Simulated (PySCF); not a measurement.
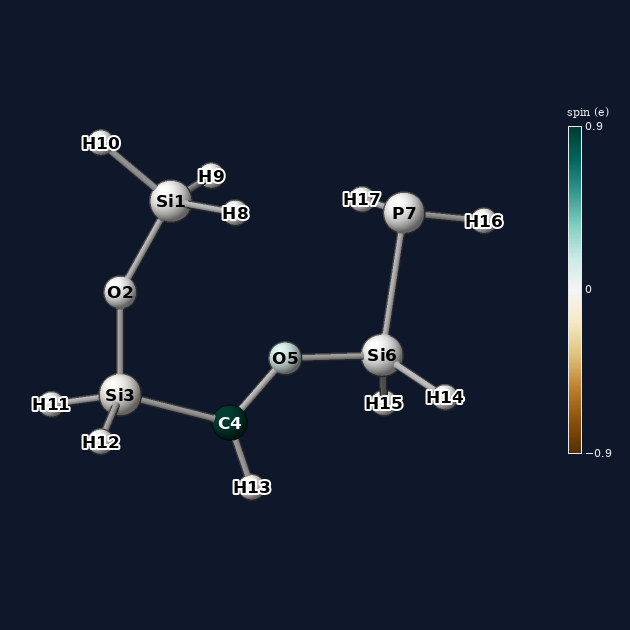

Atoms are coloured by their Mulliken spin populations. Charge 0, doublet. The computed structure is the end point of a GFN2-xTB optimisation. No frequency run is at hand to confirm it as a minimum. Level of theory: UKS B3LYP, pcH-1 on C H O P Si, non-relativistic (PySCF 2.14.0).

Give the Mulliken spin populations atom by atom.

| atom | value (e) |
| --- | --- |
| Si1 | 0.00 |
| O2 | 0.00 |
| Si3 | −0.03 |
| C4 | 0.90 |
| O5 | 0.10 |
| Si6 | 0.00 |
| P7 | 0.00 |
| H8 | 0.00 |
| H9 | 0.00 |
| H10 | 0.00 |
| H11 | 0.03 |
| H12 | 0.02 |
| H13 | −0.04 |
| H14 | 0.01 |
| H15 | 0.01 |
| H16 | 0.00 |
| H17 | 0.00 |

Mulliken values depend strongly on the basis set. The geometry is semi-empirical. Around P, Si such bond lengths and angles can be off by a tenth of an ångström or more and by several degrees, and values that hang on the shape move with them.
